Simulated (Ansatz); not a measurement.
**CCuO (SMILES O=[C+][Cu]) (charge +1): density, localisation and related maps**

The calculation's input:

```
basis:
  gaussian:
    orbitals: def2-TZVPD
crystal:
  periodic: [false, false, false]
  atoms:
    - {symbol: C, position_ang: [0.000000, 0.000000, -0.207297]}
    - {symbol: Cu, position_ang: [0.000000, 0.000000, 1.544645]}
    - {symbol: O, position_ang: [0.000000, 0.000000, -1.337349]}
total_charge: 1
hamiltonian:
  xc: {name: PBE0}
output:
  forces: true
  orbitals: {seedname: orbitals}
```

Launched as:

```sh
ansatz run input.yaml --threads 1 --pin off --max-ram 2610MiB --events-out events.jsonl --progress --plain --runs-dir runs
```

Geometry: B3LYP/6-31G*.

The calculation used Ansatz 0.2.0, isolated molecule in a Gaussian basis; Kohn-Sham density functional theory, functional PBE0.

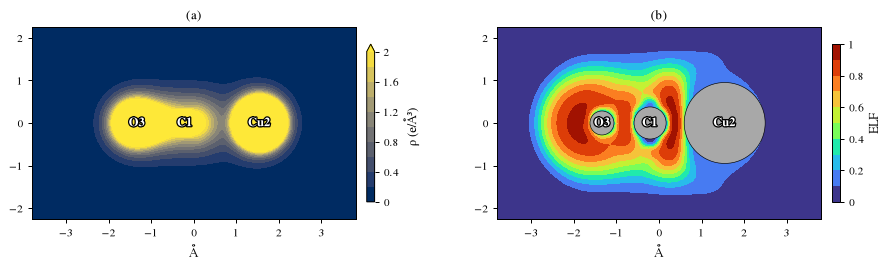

Figure 1. (a) electron density; (b) electron localisation function on a plane that holds the molecular axis. Grey discs cover the atomic cores in the ELF map.

### What do the fields say about this system?

Atoms in the plane: C, Cu and O. C–O (1.13 Å): ρ at the midpoint is about 4.2 e/Å³; the ELF peaks at about 0.85 between the atoms; a multiple bond. C–Cu (1.75 Å): ρ at the midpoint is about 1.1 e/Å³; the ELF peaks at about 0.95 in the valence shell of C, 0.6 Å from its nucleus, and is about 0.25 at the midpoint. The ELF also peaks beside O3, away from the bonds: lone-pair regions.

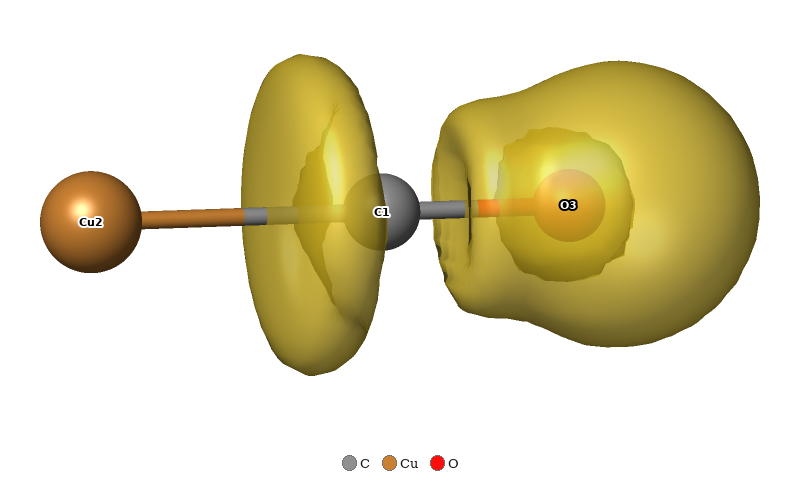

Figure 2. Isosurface of the electron localisation function at 0.75 (yellow), seen from one side. Core shells and regions of very low density are left out.

### Where are the electrons localised?

At this value the surface marks out one lobe of the valence shell of C pointing towards Cu (polar bonds) and one region on O in which the atom's valence shell and bonds are merged.

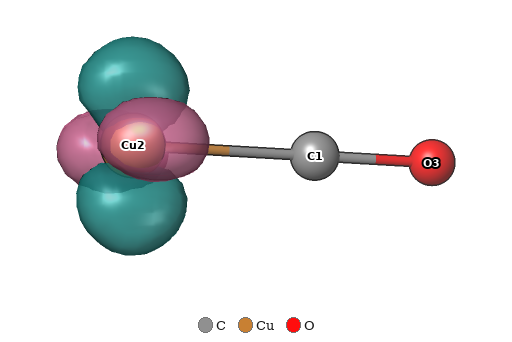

Figure 3. The HOMO−1 at ±0.3 Å⁻³ᐟ² (teal and pink are the two phases), seen from one side.

### What is the character of this orbital?

Its weight (Hirshfeld) is mainly on Cu2 (about 100 %); it vanishes on the molecular axis (π type). Its energy is −16.29 eV.
